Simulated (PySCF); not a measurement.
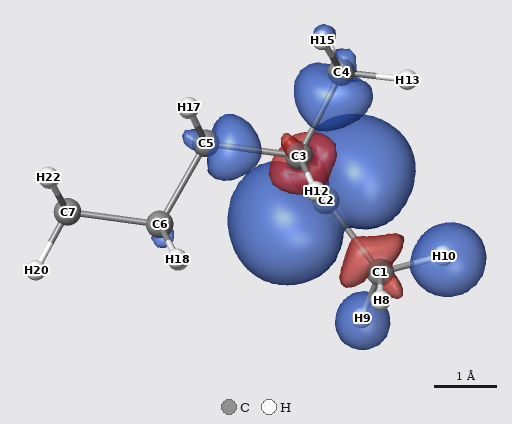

*C7H15 (doublet). Isosurfaces of the spin density (α minus β) at +0.015 (blue) and −0.015 e/Å³ (red), seen at a tilt.*

Geometry: GFN2-xTB.

Theory: UKS B3LYP, pcH-1 on C H, non-relativistic, mean-field spin-orbit, GIAO in PySCF.

```xyz
22

C    -2.1280   -1.6909   -0.0059
C    -1.3060   -0.6068    0.5691
C    -0.7790    0.5256   -0.2267
C    -1.5297    1.8273    0.1153
C     0.7265    0.7300    0.0299
C     1.5465   -0.4873   -0.3882
C     3.0325   -0.2911   -0.1164
H    -2.0030   -1.7477   -1.0859
H    -1.8676   -2.6568    0.4323
H    -3.1963   -1.5389    0.1980
H    -1.1857   -0.5695    1.6396
H    -0.9248    0.3173   -1.2927
H    -2.5922    1.7146   -0.0856
H    -1.4008    2.0689    1.1676
H    -1.1477    2.6532   -0.4809
H     0.8819    0.9234    1.0937
H     1.0698    1.6069   -0.5240
H     1.3945   -0.6752   -1.4537
H     1.1824   -1.3617    0.1564
H     3.5977   -1.1701   -0.4178
H     3.2066   -0.1176    0.9433
H     3.4119    0.5661   -0.6691
```

**Which atoms carry the spin?**

The unpaired spin (1 electron) lies mostly on C2 (about 0.7), in electrons by Hirshfeld's partition.
